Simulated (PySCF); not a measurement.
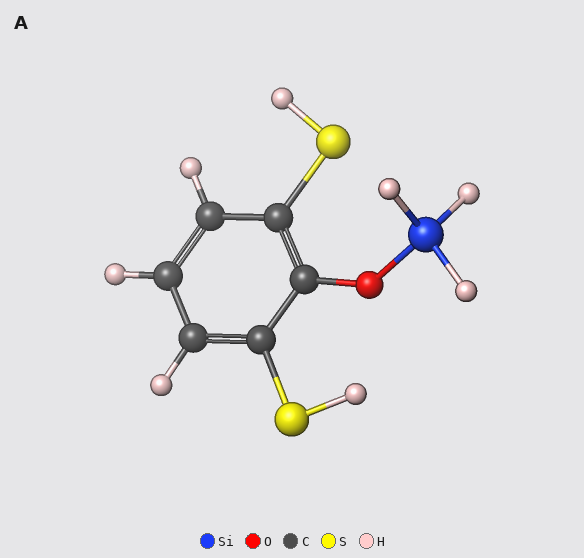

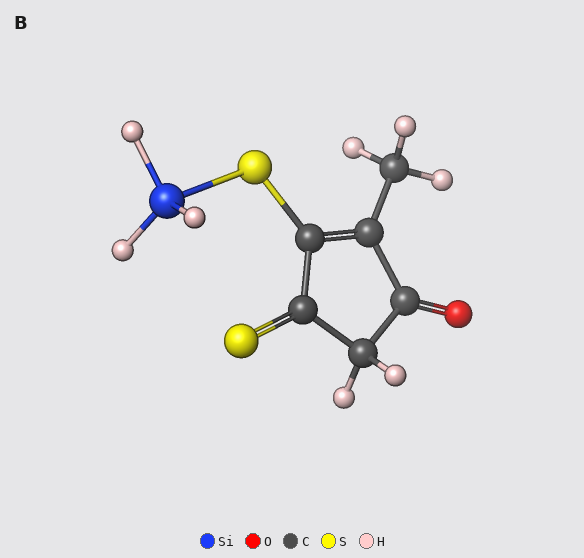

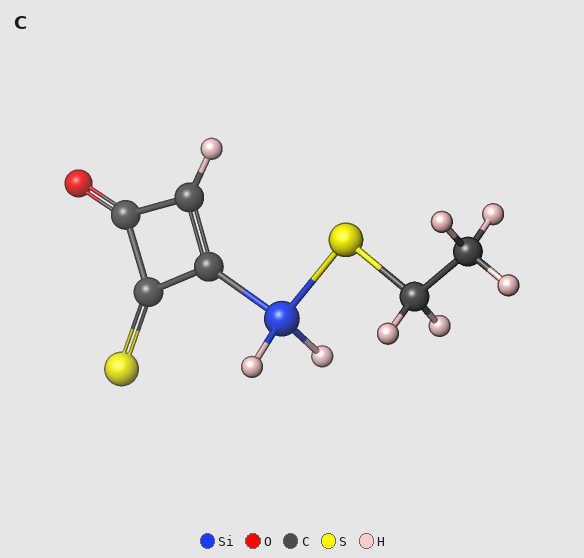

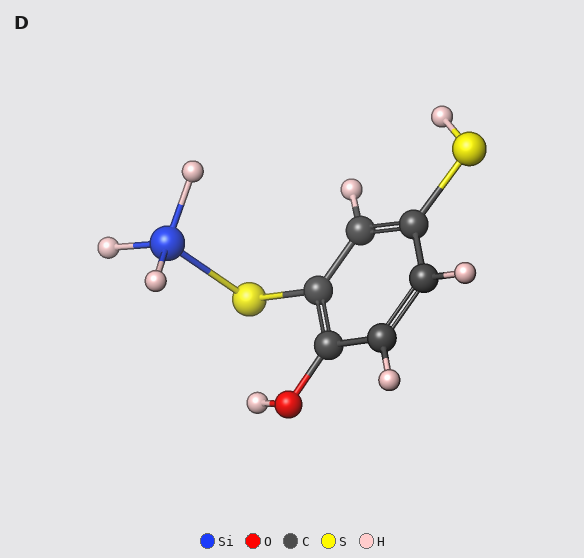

4 stationary structures of one formula. Geometries: GFN2-xTB. Electronic energies: PBE0/pcSseg-1 (PySCF 2.14.0), without zero-point energy. No frequency run is at hand to confirm each as a minimum. Each is one conformer, not always the lowest.

How are they related?

They are constitutional isomers of C6H8OS2Si: A `[SiH3]Oc1c(S)cccc1S`, B `CC1=C(S[SiH3])C(=S)CC1=O`, C `CCS[SiH2]c1cc(=O)c1=S`, D `Oc1ccc(S)cc1S[SiH3]`.

Which is lowest in energy, and by how much?

D is lowest; A lies 3.5 kcal/mol above it, B lies 10.6 kcal/mol above it, C lies 39.3 kcal/mol above it.

The geometry is semi-empirical. Around Si such bond lengths and angles can be off by a tenth of an ångström or more and by several degrees, and values that hang on the shape move with them.
